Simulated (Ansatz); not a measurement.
HCl···H₃Si (doublet)

Input

```
crystal:
  periodic: [false, false, false]
  atoms:
    - {symbol: Cl, position_ang: [-0.848554, -2.240420, -1.658161]}
    - {symbol: Si, position_ang: [0.240034, 0.631100, 0.466856]}
    - {symbol: H, position_ang: [-0.460811, -1.236279, -0.917296]}
    - {symbol: H, position_ang: [0.839909, 1.629377, -0.451154]}
    - {symbol: H, position_ang: [-0.991877, 1.129914, 1.123778]}
    - {symbol: H, position_ang: [1.221298, 0.086308, 1.435975]}
basis:
  gaussian: {orbitals: def2-TZVPP}
magnetization: {spin_polarized: true, initial_magnetization: 1}
hamiltonian: {xc: pbe0, dispersion: d4}
output: {orbitals: {seedname: orbitals}}
```

Launched as:

```sh
ansatz run in.yaml --threads 2 --pin off --events-out ev --progress --plain --max-ram 4352MiB
```

The product side of a reaction path; geometry: PBE0-D4/def2-TZVP.

Theory: UKS PBE0-D4/def2-TZVPP (Ansatz).

What will maps of the electron density, electron localisation function and spin density show?

Si–H (1.48 Å): ρ is about 0.81 e/Å³ halfway; the ELF climbs to about 1 towards the hydrogen, as it does in any bond to H.
The unpaired spin (1 electron) lies mostly on Si2 (about 0.7), Cl1 (about 0.1) and H3 (about 0.1), in electrons by Hirshfeld's partition.

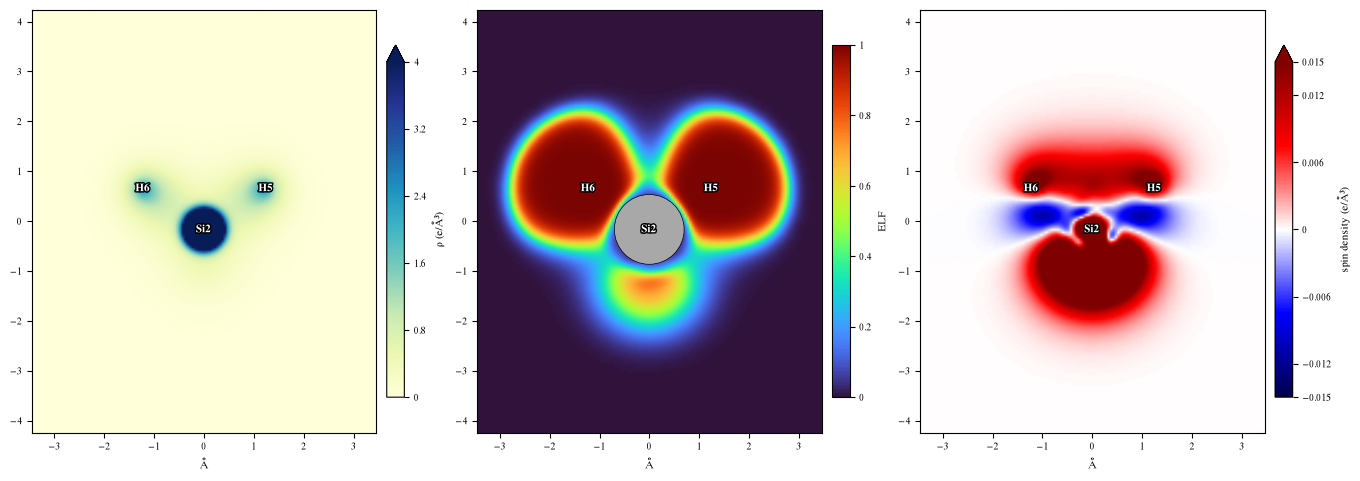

Computed electron density, electron localisation function and spin density on the plane of atoms H5, Si2 and H6, in this order. Grey discs cover the atomic cores in the ELF map. 
